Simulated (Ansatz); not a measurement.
# Tc of LuAl2 (Fd-3m) from its phonons, part 2 of 2

What Tc do the phonons of LuAl2 (Fd-3m) give, and how does it depend on μ*? The cell shown first is a relaxed one, from steps not shown here.

Ansatz 0.2.0; DFT PBEsol, scalar-relativistic, plane waves, PAW.

So far, log mean phonon energy ħω_log (meV): step 2 (coupling and resistivity: q 2×2×2, k 6×6×6, scattering …) 18.6.

## 3. Resistivity: q 3×3×3, k 9×9×9, scattering 12×12×12

The next rung changes the q mesh, which sets the reach of the force constants and couplings; the k mesh of the density and its response.

input.yaml

```yaml
crystal:
  lattice:
    - [0.0, 3.8366761489, 3.8366761489]
    - [3.8366761489, 0.0, 3.8366761489]
    - [3.8366761489, 3.8366761489, 0.0]
  atoms:
    - { symbol: Lu, position: [0.5, 0.5, 0.5] }
    - { symbol: Lu, position: [0.75, 0.75, 0.75] }
    - { symbol: Al, position: [0.125, 0.125, 0.125] }
    - { symbol: Al, position: [0.625, 0.125, 0.125] }
    - { symbol: Al, position: [0.125, 0.625, 0.125] }
    - { symbol: Al, position: [0.125, 0.125, 0.625] }
kpoints:
  mp_grid: { grid: [9, 9, 9] }
hamiltonian:
  xc: pbesol
scf:
  occupations: { method: methfessel_paxton, width: 0.2 }
output:
  eigenvalues: true
phonons:
  method: dfpt
  qmesh: [3, 3, 3]
  temperatures: { t_max: 1000, t_step: 50 }
  qpath:
    path:
      - [[0.0, 0.0, 0.0], [0.5, 0.0, 0.5], [0.625, 0.25, 0.625]]
      - [[0.375, 0.375, 0.75], [0.0, 0.0, 0.0], [0.5, 0.5, 0.5], [0.5, 0.25, 0.75], [0.5, 0.0, 0.5]]
    npoints: 6
  electrical_resistivity:
    mesh: [12, 12, 12]
    temperatures: [20.0, 50.0, 80.0, 100.0, 150.0, 200.0, 273.0, 300.0, 400.0, 500.0, 600.0, 800.0]
  superconductivity: { mesh: [12, 12, 12] }
```

Command:

```console
$ ansatz run input.yaml --threads 16 --pin off --max-ram 61440MiB --backend cuda --events-out ev --progress --plain --runs-dir out
```

Numbers of over 12 decimals in the logs are rounded to 6 here.

Log:

```text
[...]
concurrent solve slots: 12 of 16 are kept, ahead of what memory takes: no pass of the eigensolver takes more rounds on 12
[...]
Crystal: 6 atoms, lattice volume = 112.952 Å³
Basis set: ecut = 420 eV, 2229 PW (Γ), exchange–correlation on 80×80×80 points (8 copies of the dense FFT grid, shifted against one another)
Bands: 38, of which v1, the nominal top of the filled ones, is band 31 counted from 1 (30 counted from 0)
Symmetry: 48 space group operations
k-points: 35 of 729
[...]
SCF iter   1: F=—  HF=-31324.121956 eV  |F-HF|=—  |Δ(HF+E_count)|=         —  Δρ=1.76e-3  dr2=3.96e-3  ethr=1.77e-3  ⟨swp⟩=8.9  Hψ=7196  notcnv=0
[...]
SCF iter   2: F=—  HF=-31324.120150 eV  |F-HF|=—  |Δ(HF+E_count)|=   1.81e-3  S|Δr|=    0.00e0  Δρ=1.11e-3  dr2=1.67e-3  ethr=6.38e-6  ⟨swp⟩=3.0  Hψ=3335  notcnv=0
[...]
SCF iter  11: F=-31324.119728 eV  HF=-31324.119728 eV  |F-HF|=1.46e-11  |Δ(HF+E_count)|=  7.28e-12  S|Δr|=    0.00e0  Δρ=1.33e-8  dr2=2.26e-13  ethr=1.00e-12  ⟨swp⟩=14.1  Hψ=10021  notcnv=0
SCF 1 converged in 11 iterations: F = -31324.119728 eV  dr2 = 2.26e-13
[...]
SCF iter   1: F=—  HF=-31324.119872 eV  |F-HF|=—  |Δ(HF+E_count)|=         —  Δρ=7.61e-7  dr2=1.43e-10  ethr=2.73e-8  ⟨swp⟩=5.5  Hψ=13326  notcnv=0
[...]
SCF 2 converged in 4 iterations: F = -31324.119728 eV  dr2 = 6.67e-12
[...]
SCF 3 converged in 11 iterations: F = -31324.119728 eV  dr2 = 2.28e-13
[...]
SCF converged after 11 iterations
[...]
800.00      6.0638e1              no      6.0638e1      6.0638e1      6.0638e1        6.5877e1          5.9825e1
[...]
not converged in the mesh (λ; the resistivity at 20 K by 5.84 %; the resistivity at 50 K by 4.55 %; the resistivity at 80 K by 4.21 %; the resistivity at 100 K by 4.09 %; the resistivity at 150 K by 3.51 %; the resistivity at 200 K by 2.57 %; the resistivity at 500 K by 2.37 %; the resistivity at 600 K by 2.97 %; the resistivity at 800 K by 2.86 %): between neighbouring meshes, the two finest first, λ moves by 2.89 [...]
  vibrations of 27 cells: unjudged by the run; compare a larger repeat
[...]
--- Superconductivity: potentials and phonons of a 3×3×3 supercell ---
           mesh         λ    ħω_log (meV)  μ* declared at (meV)
       12×12×12    0.3803          18.476               23.540
          6×6×6    0.3693          18.212               23.214
          3×3×3    0.5859          19.190               24.032
  λ by the species' shares of the modes' patterns: Lu 0.1802, Al 0.2001
[...]
0.08      1.088         1.106         0.975         0.971         1.006         1.000          1.000
      0.10      0.666         0.676         0.578         0.578         0.603         0.601          0.602
      0.12      0.367         0.372         0.312         0.313         0.330         0.331          0.332
      0.13      0.259         0.263         0.219         0.221         0.234         0.235          0.236
      0.14      0.175         0.178         0.148         0.150         0.160         0.162          0.163
      0.16      0.069         0.070    none_found    none_found    none_found    none_found     none_found
      0.20      0.004         0.004    none_found    none_found    none_found    none_found     none_found
  none_found: no transition down to 0.1 K
[...]
vibrations of 27 cells: unjudged by the run; compare a larger repeat
[...]
```

Run time: 59 s. Hardware: 1 × NVIDIA GB200 with 16 threads of Arm Neoverse V2, shared host; peak memory 8.3 GiB; 7.8 min of CPU time.

This step gave:

| Property | Result |
| --- | --- |
| zero-point energy | 0.2222 eV/cell |
| highest frequency, solved or plainly interpolated | 431.8 cm⁻¹ |
| mean sound speed | 3.683 km/s |
| Debye temperature elastic | 412 K |
| Debye temperature (second moment) | 409 K |
| resistivity at 300 K | 23.97 μΩ cm |
| coupling constant λ | 0.3803 |
| density of states at the Fermi level | 1.923 states/eV a spin and cell |
| log mean phonon energy ħω_log | 18.48 meV |
| transport coupling constant λ_tr | 0.3949, 0.3949, 0.3949 (xx, yy, zz) |
| Drude plasma energy | 4.245, 4.245, 4.245 eV (xx, yy, zz) |
| resistivity times mean free path | 13.82, 13.82, 13.82 × 10⁻¹⁶ Ω m² (xx, yy, zz) |
| second-moment phonon energy ħω₂ | 23.54 meV |

An empty cell: under 1 mK by a formula, or no transition down to the floor of the Eliashberg search. Transition temperatures:

```
  μ*  McMillan Tc (K)  Allen–Dynes Tc (K)  isotropic Fermi-surface Tc (K)  isotropic full bandwidth Tc (K)  anisotropic Fermi-surface Tc (K)  anisotropic full bandwidth Tc (K)  anisotropic narrow window Tc (K)
0.08             1.09                1.11                           0.975                            0.971                              1.01                                  1                                 1
 0.1            0.666               0.676                           0.578                            0.578                             0.603                              0.601                             0.602
0.12            0.367               0.372                           0.312                            0.313                              0.33                              0.331                             0.332
0.13            0.259               0.263                           0.219                            0.221                             0.234                              0.235                             0.236
0.14            0.175               0.178                           0.148                             0.15                              0.16                              0.162                             0.163
0.16           0.0687              0.0695                               -                                -                                 -                                  -                                 -
 0.2          0.00371             0.00374                               -                                -                                 -                                  -                                 -
```

The Eliashberg function α²F has structure finer than the step of the table below, so its rows give means over 5 meV, whole bins alone (the curve runs from 0.209 to 53.2 meV). Peaks (meV: height): α²F 11.5: 0.207, 13.2: 0.483, 20.7: 0.260, 29.0: 0.285, 29.9: 0.423, 30.7: 0.499, 37.8: 0.196; α²F tr 10.2: 0.209, 11.5: 0.224, 13.2: 0.491, 20.7: 0.260, 29.0: 0.296, 29.9: 0.409, 30.7: 0.442.

The Eliashberg function α²F by phonon energy; means over each step:

```
phonon energy (meV)      α²F   α²F tr
                  5  0.00487  0.00346
                 10   0.0981    0.111
                 15    0.109    0.109
                 20   0.0677   0.0677
                 25    0.115    0.128
                 30    0.237    0.223
                 35   0.0382   0.0432
                 40   0.0643   0.0659
                 45   0.0268   0.0317
                 50   0.0387   0.0488
```

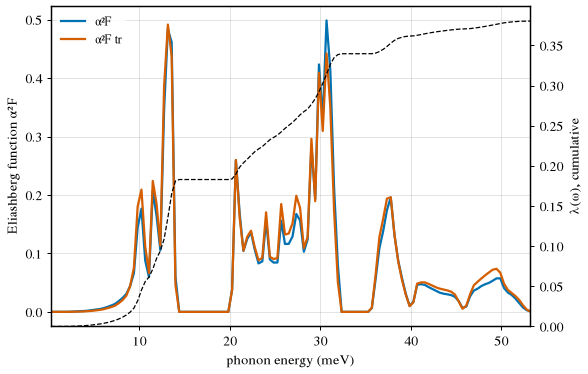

Eliashberg function α²F, plotted against phonon energy. The dashed line is the running λ.

The Eliashberg function α²F has structure finer than the step of the table below, so its rows give means over 2.5 meV, whole bins alone (the curve runs from 0.209 to 53.2 meV). Peaks (meV: height): α²F 11.48: 0.207, 13.15: 0.483, 20.67: 0.260, 29.02: 0.285, 29.85: 0.423, 30.69: 0.499, 37.78: 0.196; Lu 10.23: 0.174, 11.48: 0.205, 13.15: 0.466; Al 20.67: 0.242, 24.01: 0.153, 27.35: 0.164, 29.02: 0.281, 29.85: 0.417, 30.69: 0.493, 37.78: 0.195.

Eliashberg function α²F against phonon energy; means over each step:

```
phonon energy (meV)      α²F       Lu       Al
                2.5   5.1e-4   3.9e-4   9.9e-5
                5.0  0.00373  0.00306   6.9e-4
                7.5   0.0179   0.0158  0.00213
               10.0    0.101   0.0986  0.00280
               12.5    0.271    0.263  0.00783
               15.0   0.0297   0.0292   5.2e-4
               17.5        0        0        0
               20.0   0.0729  0.00528   0.0676
               22.5    0.113  0.00416    0.108
               25.0    0.112  0.00245    0.109
               27.5    0.137  0.00268    0.135
               30.0    0.340  0.00437    0.335
               32.5   0.0651   6.0e-4   0.0645
               35.0   0.0103   2.7e-6   0.0103
               37.5    0.136   2.1e-4    0.136
               40.0   0.0368   4.2e-5   0.0368
               42.5   0.0385        0   0.0384
               45.0   0.0210        0   0.0210
               47.5   0.0388        0   0.0388
               50.0   0.0458        0   0.0458
```

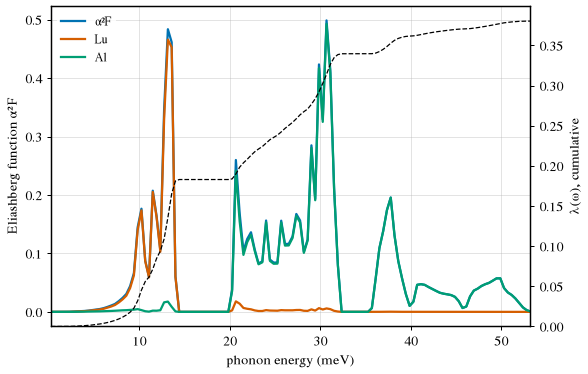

Eliashberg function α²F against phonon energy. The dashed line is the running λ.

Anisotropic full-bandwidth solution, weighted at the Fermi level. Gaps:

```
 mu*   T (K)  mean gap (meV)  5 % (meV)  95 % (meV)  mean Z
 0.1    0.15          0.0903     0.0796       0.101    1.38
 0.1     0.3          0.0863     0.0761      0.0962    1.38
 0.1   0.451          0.0698     0.0616      0.0778    1.38
 0.1   0.541          0.0473     0.0417      0.0527    1.38
0.13  0.0589          0.0352     0.0304      0.0399    1.38
0.13   0.118          0.0336      0.029      0.0381    1.38
0.13   0.177          0.0272     0.0235      0.0308    1.38
0.13   0.212          0.0184     0.0159      0.0208    1.38
```

The dTc/da2F by phonon energy:

```
phonon energy (meV)  dTc/da2F (K/meV)
                  5              1.61
                 10             0.946
                 15             0.665
                 20             0.508
                 25             0.407
                 30             0.337
                 35             0.286
                 40             0.246
                 45             0.215
                 50             0.191
```

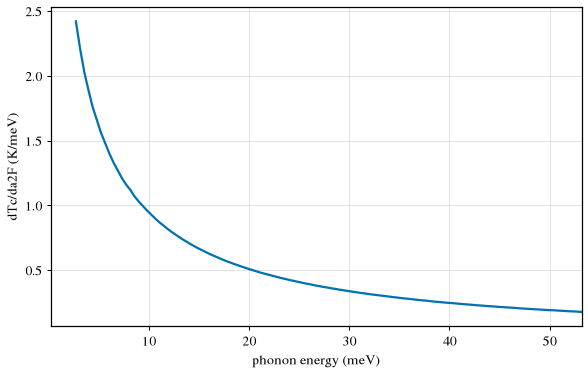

dTc/da2F, plotted against phonon energy.

Share of the Fermi-level states against lambda of a state:

```
lambda of a state  share of the Fermi-level states
           0.3330                                0
           0.3410                           0.0976
           0.3490                           0.0452
           0.3580                           0.0982
           0.3660                           0.0688
           0.3740                            0.245
           0.3820                           0.0344
           0.3900                            0.151
           0.3990                            0.161
           0.4070                           0.0045
           0.4150                           0.0599
           0.4230                           0.0087
           0.4320                                0
           0.4400                                0
           0.4480                           7.0e-4
           0.4560                           3.0e-4
           0.4650                           0.0106
           0.4730                                0
           0.4810                                0
           0.4890                           0.0072
           0.4970                           0.0045
           0.5060                           3.0e-4
           0.5140                                0
           0.5220                           0.0021
```

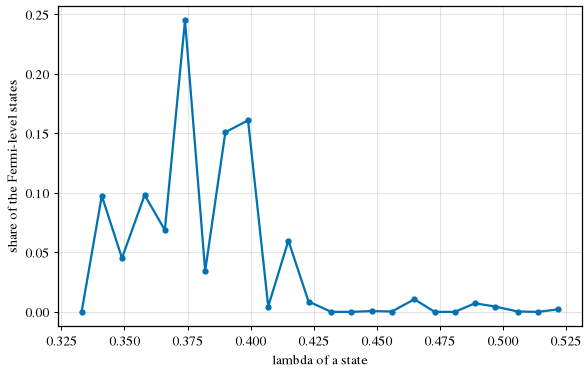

Share of the Fermi-level states, plotted against lambda of a state.

## 4. Results

| Quantity | Value |
| --- | --- |
| meshes | q 3×3×3, k 9×9×9, scattering 12×12×12 |
| coupling constant λ | 0.380 |
| log mean phonon energy ħω_log | 18.5 meV |
| Allen–Dynes Tc at μ* = 0.1 | 0.676 K |
| Allen–Dynes Tc at μ* = 0.13 | 0.263 K |
| anisotropic Eliashberg Tc at μ* = 0.1 | 0.601 K |
| anisotropic Eliashberg Tc at μ* = 0.13 | 0.235 K |

**Reading.** In the last run (PBEsol, q 3×3×3, k 9×9×9, scattering 12×12×12), with λ = 0.38 and ħω_log = 18.5 meV, Tc at μ* = 0.13 is 0.26 K by McMillan's formula, 0.26 K by Allen and Dynes's and 0.23 K by the anisotropic Eliashberg equations. Raising μ* from 0.10 to 0.16 lowers the Allen–Dynes value from 0.68 to 0.070 K. The mean gap at a quarter of Tc gives 2Δ/k_B Tc = 3.48, against 3.53 in weak-coupling theory. The gap spreads from 0.030 to 0.040 meV over nine tenths of the Fermi surface. By the run's own test λ is not converged in the fine mesh: it moves by 3 % between the two finest, and by up to 5 % in the other runs. The run's transport test calls it not converged in the mesh. Over the runs, λ takes the values 0.387 and 0.380, in the order shown. μ* is a typed number, phonons are harmonic, and spin fluctuations are left out; at μ* = 0.13 McMillan's formula turns 1 % in λ into about 8.6 % in Tc.

[Logs are printed without paths, hosts, clocks, repeated set-up lines and the standing remarks that a program may print on its own settings, such as how far it seeks lower states.]

[Hosts, paths, dates, database ids (printed as entryN), source tags and the programs' standing remarks are cut or masked in the printed files.]
